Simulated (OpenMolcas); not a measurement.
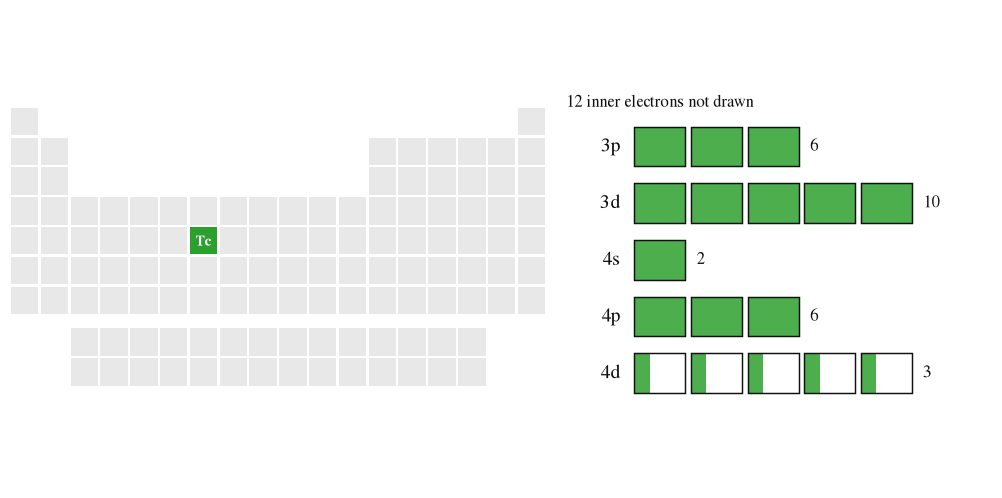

Left, the place of technetium in the periodic table; right, the outer shells of the leading configuration of the lowest level: a box for each of the 2l + 1 orbitals, shaded by the share of the shell that is filled, with the electron count at the right.

Run report: Tc⁴⁺ complex, multiconfigurational calculation (part 1 of 2)

- system: Tc⁴⁺ with 6 ligands (F; octahedron, 1.86 Å), embedded in Cs2GeF6 by model potentials and point charges, whose field is part of the energies.
- method: state-averaged CASSCF, active space 3 electrons in the shell 4d, basis ANO-RCC-VDZP on the metal and ANO-RCC-VDZP on the ligands, DKH2 scalar Hamiltonian, spin-orbit coupling by RASSI with atomic mean-field integrals (OpenMolcas)

## Log (extracts)
```
--- SEWARD ---
Basis set label: TC.ANO-RCC...6S5P3D1F.

      Electronic valence basis set:
      ------------------
      Associated Effective Charge  43.000000 au
      Associated Actual Charge     43.000000 au
      Nuclear Model: Point charge

      Shell  nPrim  nBasis  Cartesian Spherical Contaminant
         s      21       6        X
         p      18       5        X
         d      13       3                 X
         f       6       1                 X
                  Relativistic Douglas-Kroll-Hess integrals:
                    - DKH order of Hamiltonian: 2
                    - DKH order of Properties : 0
                  Atomic mean-field integrals
--- RASSCF ---
Wave function specifications:
      -----------------------------

      Number of closed shell electrons          96
      Number of electrons in active shells       3
      Max number of holes in RAS1 space          0
      Max nr of electrons in RAS3 space          0
      Number of inactive orbitals               48
      Number of active orbitals                  5
      Number of secondary orbitals              74
      Spin quantum number                      1.5
      State symmetry                             1
Orbital specifications:
      -----------------------

      Symmetry species                           1   2
                                                ag  au
      Frozen orbitals                            0   0
      Inactive orbitals                         24  24
      Active orbitals                            5   0
      RAS1 orbitals                              0   0
      RAS2 orbitals                              5   0
      RAS3 orbitals                              0   0
      Secondary orbitals                        34  40
      Deleted orbitals                           0   0
      Number of basis functions                 63  64
      Number of CSFs                            10
      Number of root(s) required                10
      Iter CI   SX   CI       RASSCF       Energy    max ROT     max BLB   max BLB  Level Ln srch  Step   QN
          iter iter root      energy       change     param      element    value   shift minimum  type update
 Nr of preliminary CI iterations:   1
      Total energies have been shifted. Add                -4000.00 au
        1   1   10    0  -878.98062397    0.00E+00  -1.10E-01*  24  27 1  3.10E-01*  1.02   0.00    SX    NO
        2   1   10    0  -880.02916287   -1.05E+00* -1.05E-01*  24  27 1  2.03E-01*  0.69   0.00    SX    NO
        3   1   10    0  -880.23175887   -2.03E-01* -3.98E-02   24  27 1  7.44E-02*  0.58   0.00    SX    NO
        4   1   10    0  -880.26528454   -3.35E-02*  1.73E-02   24  27 1  3.31E-02*  0.61   0.00    SX    NO
        5   1   10    0  -880.27204228   -6.76E-03*  1.43E-02   24  27 1  1.45E-02*  0.61   1.90    LS   YES
        6   1    9    0  -880.27400477   -1.96E-03*  4.22E-03   27  33 1 -3.54E-03*  0.62   1.09    QN   YES
        7   1    8    0  -880.27419325   -1.88E-04*  1.60E-03    7  35 2 -2.66E-03*  0.62   1.21    QN   YES
        8   1    8    0  -880.27422257   -2.93E-05* -4.02E-04   24  27 1 -5.91E-04*  0.62   1.12    QN   YES
        9   1    7    0  -880.27422525   -2.68E-06* -2.79E-04   24  27 1 -2.44E-04*  0.62   1.47    QN   YES
       10   1    6    0  -880.27422605   -7.97E-07* -5.77E-05    7  35 2  9.05E-05   0.62   1.18    QN   YES
       11   1    6    0  -880.27422612   -7.17E-08*  2.99E-05   24  37 2  3.90E-05   0.62   1.32    QN   YES
       12   1    5    0  -880.27422613   -1.07E-08*  7.19E-06   12  35 2  1.00E-05   0.62   1.23    QN   YES
       13   1    4    0  -880.27422613   -1.27E-09  -1.93E-06   12  38 1  4.95E-06   0.62   1.33    QN   YES
      Convergence after 13 iterations
       14   1    4    0  -880.27422613   -1.61E-10  -1.93E-06   24  59 2  1.61E-06   0.62   1.33    QN   YES
      Natural orbitals and occupation numbers for root  1
      sym 1:   1.000000   1.000000  -0.000000   1.000000   0.000000
      Natural orbitals and occupation numbers for root  2
      sym 1:   1.000000   0.000004   0.999996   0.999996   0.000004
      Natural orbitals and occupation numbers for root  3
      sym 1:   0.999991   1.000000   0.000009   0.999991   0.000009
::    RASSCF root number  1 Total energy:  -4880.49338613
::    RASSCF root number  2 Total energy:  -4880.32309426
::    RASSCF root number  3 Total energy:  -4880.32309426
::    RASSCF root number  4 Total energy:  -4880.32309426
::    RASSCF root number  5 Total energy:  -4880.28434782
::    RASSCF root number  6 Total energy:  -4880.28434782
::    RASSCF root number  7 Total energy:  -4880.28434782
::    RASSCF root number  8 Total energy:  -4880.14218299
::    RASSCF root number  9 Total energy:  -4880.14218299
::    RASSCF root number 10 Total energy:  -4880.14218299
--- RASSCF ---
Wave function specifications:
      -----------------------------

      Number of closed shell electrons          96
      Number of electrons in active shells       3
      Max number of holes in RAS1 space          0
      Max nr of electrons in RAS3 space          0
      Number of inactive orbitals               48
      Number of active orbitals                  5
      Number of secondary orbitals              74
      Spin quantum number                      0.5
      State symmetry                             1
Orbital specifications:
      -----------------------

      Symmetry species                           1   2
                                                ag  au
      Frozen orbitals                            0   0
      Inactive orbitals                         24  24
      Active orbitals                            5   0
      RAS1 orbitals                              0   0
      RAS2 orbitals                              5   0
      RAS3 orbitals                              0   0
      Secondary orbitals                        34  40
      Deleted orbitals                           0   0
      Number of basis functions                 63  64
      Number of CSFs                            40
      Number of root(s) required                40
      Iter CI   SX   CI       RASSCF       Energy    max ROT     max BLB   max BLB  Level Ln srch  Step   QN
          iter iter root      energy       change     param      element    value   shift minimum  type update
 Nr of preliminary CI iterations:   1
      Total energies have been shifted. Add                -4000.00 au
        1   1    9    0  -880.19836412    0.00E+00  -7.29E-03   16  29 1 -7.77E-03*  0.58   0.00    SX    NO
        2   1    9    0  -880.19902697   -6.63E-04*  2.89E-03   19  25 1 -4.22E-03*  0.58   0.00    SX    NO
        3   1    8    0  -880.19917123   -1.44E-04*  1.53E-03   19  25 1 -2.30E-03*  0.58   0.00    SX    NO
        4   1    8    0  -880.19920745   -3.62E-05*  7.93E-04   19  25 1 -1.30E-03*  0.58   0.00    SX    NO
        5   1    7    0  -880.19921728   -9.83E-06*  8.46E-04   19  25 1 -7.37E-04*  0.58   2.07    LS   YES
        6   1    7    0  -880.19922112   -3.84E-06*  1.24E-04   16  29 1  1.67E-04*  0.58   1.06    QN   YES
        7   1    6    0  -880.19922131   -1.90E-07*  1.19E-04   16  29 1  1.11E-04*  0.58   1.96    LS   YES
        8   1    6    0  -880.19922137   -6.11E-08* -5.43E-05   16  29 1  5.76E-05   0.58   1.01    QN   YES
        9   1    6    0  -880.19922139   -2.19E-08*  2.49E-05   16  29 1  2.39E-05   0.58   1.27    QN   YES
       10   1    5    0  -880.19922139   -2.94E-09  -5.62E-06   16  33 2 -5.53E-06   0.58   1.18    QN   YES
      Convergence after 10 iterations
       11   1    5    0  -880.19922139   -3.77E-10  -5.62E-06   21  36 1  2.33E-06   0.58   1.18    QN   YES
      Natural orbitals and occupation numbers for root  1
      sym 1:   0.999150   0.999496   0.989337   0.001464   0.010553
      Natural orbitals and occupation numbers for root  2
      sym 1:   0.992839   0.992493   1.002652   0.010553   0.001464
      Natural orbitals and occupation numbers for root  3
      sym 1:   0.999183   0.999377   0.995404   0.003292   0.002744
::    RASSCF root number  1 Total energy:  -4880.42620952
::    RASSCF root number  2 Total energy:  -4880.42620952
::    RASSCF root number  3 Total energy:  -4880.42289082
::    RASSCF root number  4 Total energy:  -4880.42289082
::    RASSCF root number  5 Total energy:  -4880.42289082
::    RASSCF root number  6 Total energy:  -4880.38515733
::    RASSCF root number  7 Total energy:  -4880.38515733
::    RASSCF root number  8 Total energy:  -4880.38515733
::    RASSCF root number  9 Total energy:  -4880.27038223
::    RASSCF root number 10 Total energy:  -4880.26085941
::    RASSCF root number 11 Total energy:  -4880.26085941
::    RASSCF root number 12 Total energy:  -4880.26085941
::    RASSCF root number 13 Total energy:  -4880.25808047
::    RASSCF root number 14 Total energy:  -4880.25808047
::    RASSCF root number 15 Total energy:  -4880.25808047
::    RASSCF root number 16 Total energy:  -4880.25017248
::    RASSCF root number 17 Total energy:  -4880.25017248
::    RASSCF root number 18 Total energy:  -4880.23308530
::    RASSCF root number 19 Total energy:  -4880.23308530
::    RASSCF root number 20 Total energy:  -4880.23308530
::    RASSCF root number 21 Total energy:  -4880.21330666
::    RASSCF root number 22 Total energy:  -4880.21330666
::    RASSCF root number 23 Total energy:  -4880.21330666
::    RASSCF root number 24 Total energy:  -4880.20121121
::    RASSCF root number 25 Total energy:  -4880.15402248
::    RASSCF root number 26 Total energy:  -4880.15402248
::    RASSCF root number 27 Total energy:  -4880.09343258
::    RASSCF root number 28 Total energy:  -4880.09343258
::    RASSCF root number 29 Total energy:  -4880.09343258
::    RASSCF root number 30 Total energy:  -4880.08608203
```

(Continued in part 2.) Outcome of the run: converged.
